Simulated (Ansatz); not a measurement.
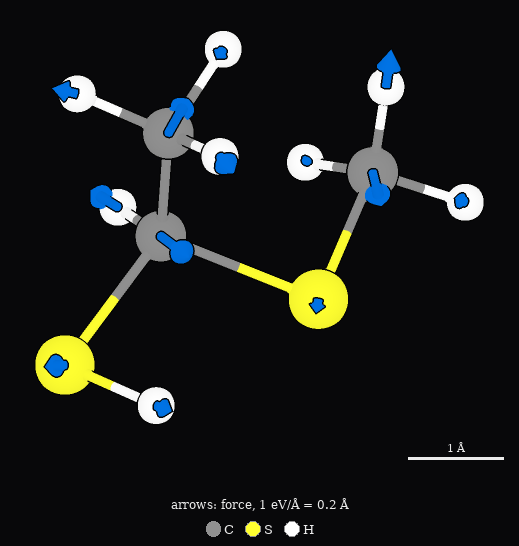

Starting geometry of C3H8S2 (coarse preliminary run) with the computed forces as blue arrows. A ball-and-stick model, seen from a free direction.

The start comes from a force field.

Method: RKS PBE-D4/def2-SVP in Ansatz 0.2.0. (force threshold 0.03 eV/Å; at most 200 steps)

Q: Is this structure relaxed? If not, where do the atoms go?

A: It isn't relaxed: the largest force vector, on a C atom, is 4.69 eV/Å. The final displacements have little in common with the starting forces (cosine between the two patterns 0.16). The energy falls by 13.0 kcal/mol in 6 geometry steps. The largest force component goes from 4.1 to 0.028 eV/Å. An H atom moves most after the best rigid fit: 0.35 Å. Largest moves by element: H 0.35 Å, S 0.25 Å, C 0.13 Å. Some distances before and after: C–H 1.031 → 1.112 Å, C–S 1.775 → 1.826 Å, H–S 1.319 → 1.364 Å, C–H 1.066 → 1.109 Å. Among the angles between lasting bonds that change: C–C–S 105.1° → 112.9°, C–C–H 116.5° → 110.5°, S–C–H 108.5° → 103.3°.
